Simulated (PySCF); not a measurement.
**Property calculation of SiH2**

The run: property calculation of SiH2, SMILES [SiH2]. Method and program: PBE0/def2-SVP, RKS (PySCF 2.14.0).

The geometry comes from this level: PBE0-D4/def2-TZVP.

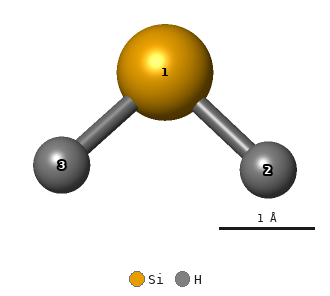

The structure as given in the input (ball-and-stick view, seen at a tilt; atoms are numbered from 1 in the order of the input). Bond lengths as drawn: H–Si 1.53 Å.

**Results in brief**

- outcome: converged
- total energy: −290.385208 hartree
- basis functions: 28
- HOMO: −6.82 eV
- LUMO: −3.07 eV
- dipole moment: 0.39 D
- hardware: 1 thread of Arm Neoverse V1, 24 GiB of memory available, shared host
- wall time: 1.4 s
- peak memory: 0.18 GiB

**Input file (run.py)**
```python
import numpy
from pyscf import gto, scf, dft, lo

system = gto.M(
    atom=[
    ('Si', (-0.491200, 0.468600, -0.213600)),
    ('H', (0.840300, 0.578600, 0.522500)),
    ('H', (-0.349100, -1.047200, -0.308900)),
],
    verbose=3,
    max_memory=1860,
    basis='def2-svp',
)

ks = dft.RKS(system, xc='pbe0')
ks.grids.level = 4
ks.conv_tol = 1e-10
ks.kernel()
if not ks.converged:
    ks = ks.newton().run(ks.mo_coeff, ks.mo_occ)

e_final = ks.e_tot
print('Final energy', e_final)
ks.analyze()
quad = ks.quad_moment()
occ = ks.mo_coeff[:, ks.mo_occ > 0]
iaos = lo.vec_lowdin(lo.iao.iao(system, occ), ks.get_ovlp())
c = iaos.T @ ks.get_ovlp() @ occ
pop_iao, q_iao = scf.hf.mulliken_pop(lo.iao.reference_mol(system), (c * ks.mo_occ[ks.mo_occ > 0]) @ c.T, numpy.eye(c.shape[0]), verbose=0)
print('IAO charges', numpy.round(q_iao, 4))
```

Command:
```bash
OMP_NUM_THREADS=1 python run.py
```

**Log**
```
converged SCF energy = -290.385207619213
Final energy -290.3852076192134
**** MO energy ****
MO #1   energy= -66.2605485253585  occ= 2
MO #2   energy= -5.35261998539677  occ= 2
MO #3   energy= -3.69528557747528  occ= 2
MO #4   energy= -3.68630628719803  occ= 2
MO #5   energy= -3.68362466434041  occ= 2
MO #6   energy= -0.521393180638013 occ= 2
MO #7   energy= -0.337903500834983 occ= 2
MO #8   energy= -0.250590816255575 occ= 2
MO #9   energy= -0.112865427696943 occ= 0
MO #10  energy= 0.0428160226538457 occ= 0
MO #11  energy= 0.0943249419556356 occ= 0
MO #12  energy= 0.185011050394785  occ= 0
MO #13  energy= 0.332676541009775  occ= 0
MO #14  energy= 0.363364627513391  occ= 0
MO #15  energy= 0.418081321826461  occ= 0
MO #16  energy= 0.437960979103388  occ= 0
MO #17  energy= 0.442533215289952  occ= 0
MO #18  energy= 0.449985781578804  occ= 0
MO #19  energy= 0.524917930387186  occ= 0
MO #20  energy= 0.567886703503571  occ= 0
MO #21  energy= 0.70951772946751   occ= 0
MO #22  energy= 0.867595585448477  occ= 0
MO #23  energy= 1.46671150649297   occ= 0
MO #24  energy= 1.5121091676524    occ= 0
MO #25  energy= 1.58738668618133   occ= 0
MO #26  energy= 1.66512055266482   occ= 0
MO #27  energy= 2.07098467327613   occ= 0
MO #28  energy= 2.10101452366634   occ= 0
 ** Mulliken atomic charges  **
charge of    0Si =      0.18450
charge of    1H =     -0.09225
charge of    2H =     -0.09225
Dipole moment(X, Y, Z, Debye):  0.26746, -0.25508,  0.11631
Traceless quadrupole moment (Debye*A):

IAO charges [ 0.2302 -0.1151 -0.1151]
```

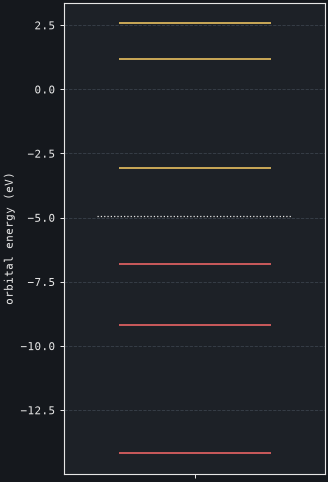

Orbital energies near the frontier; the dotted line parts filled from empty levels, and levels within 0.02 eV of each other stand side by side. Highest filled −6.82 eV, lowest empty −3.07 eV, 3.75 eV apart.
